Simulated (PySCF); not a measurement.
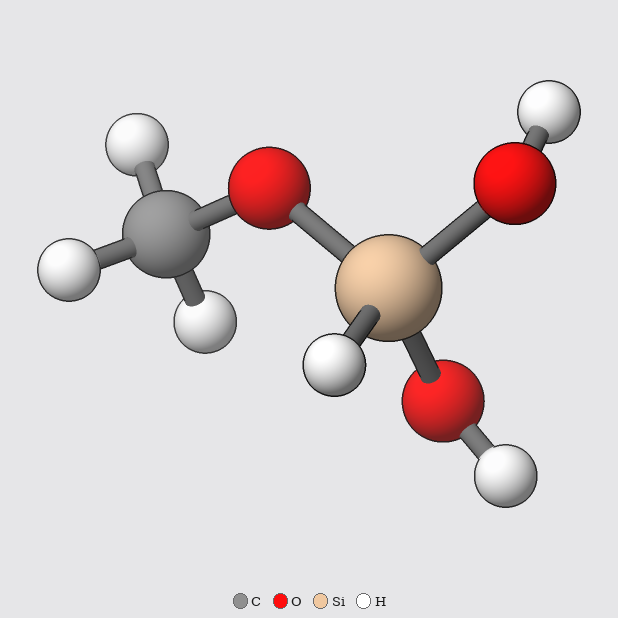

Ball-and-stick drawing of a structure. Every bond is drawn as one stick, whatever its order.

Computed geometry: PBE0-D3(BJ)/def2-SVP optimisation. No frequency run is at hand to confirm it as a minimum.

**Give the formula.**

CH6O3Si, 11 atoms: 1 carbon, 6 hydrogen, 3 oxygen and 1 silicon.

**What is the point group of this geometry?**

C1.

**How many bonds of each kind are drawn?**

3 O–Si, 3 C–H, 2 O–H, 1 C–O, 1 Si–H.

More results for the same structure follow; atom numbers are the same in all pictures, views and colours differ.

Charges

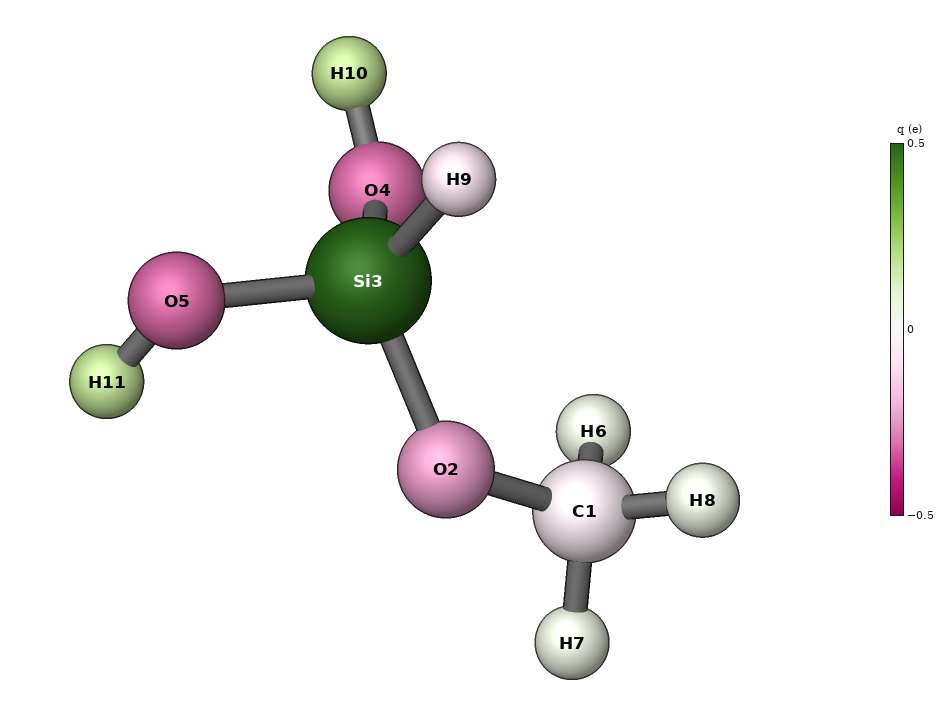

Atoms are coloured by their Hirshfeld charges. No frequency run is at hand to confirm it as a minimum. Level of theory: PBE0/IGLO-III, gas phase (PySCF 2.14.0).

**Which atom carries the highest charge (most positive or least negative)?**

Si3 (0.49 e).

**And the lowest?**

O4, O5 (−0.31 e).

Give the Hirshfeld charges atom by atom.

| atom | value (e) |
| --- | --- |
| C1 | −0.04 |
| O2 | −0.24 |
| Si3 | 0.49 |
| O4 | −0.31 |
| O5 | −0.31 |
| H6 | 0.04 |
| H7 | 0.05 |
| H8 | 0.04 |
| H9 | −0.07 |
| H10 | 0.17 |
| H11 | 0.17 |

NMR shielding

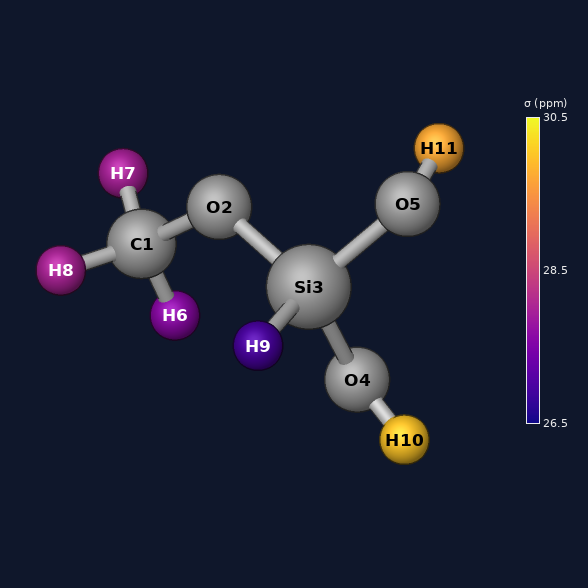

Atoms are coloured by their isotropic NMR shieldings (H only, the others grey). No frequency run is at hand to confirm it as a minimum. Properties computed with GIAO PBE0/def2-SVP NMR shielding, non-relativistic, gas phase (PySCF 2.14.0).

**Which H atom is the most shielded (lowest chemical shift)?**

H10 (30.01 ppm).

**Which H atom is the least shielded (highest chemical shift)?**

H9 (26.97 ppm).

**How wide is the range of H shifts?**

3.04 ppm.

List the isotropic NMR shieldings of the H atoms.

| atom | σ (ppm) |
| --- | --- |
| H6 | 27.63 |
| H7 | 27.97 |
| H8 | 28.01 |
| H9 | 26.97 |
| H10 | 30.01 |
| H11 | 29.72 |

Bond orders

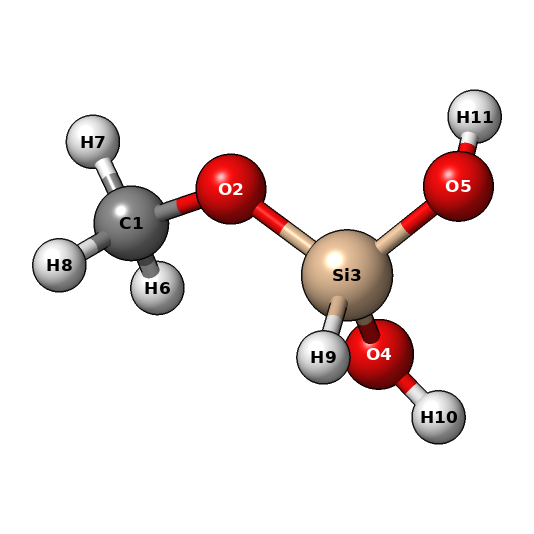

Every bond is drawn as one stick. No frequency run is at hand to confirm it as a minimum. Computed with PBE0/def2-SVP (PySCF 2.14.0).

List the Mayer bond orders of C1–O2, C1–H6, C1–H7, C1–H8, O2–Si3, Si3–O4, Si3–O5, Si3–H9, O4–H10, O5–H11.

| bond | Mayer order | length (Å) |
| --- | --- | --- |
| C1–O2 | 0.94 | 1.402 |
| C1–H6 | 0.97 | 1.103 |
| C1–H7 | 0.98 | 1.101 |
| C1–H8 | 0.97 | 1.104 |
| O2–Si3 | 1.08 | 1.646 |
| Si3–O4 | 1.11 | 1.659 |
| Si3–O5 | 1.19 | 1.647 |
| Si3–H9 | 0.90 | 1.482 |
| O4–H10 | 0.96 | 0.961 |
| O5–H11 | 0.95 | 0.962 |
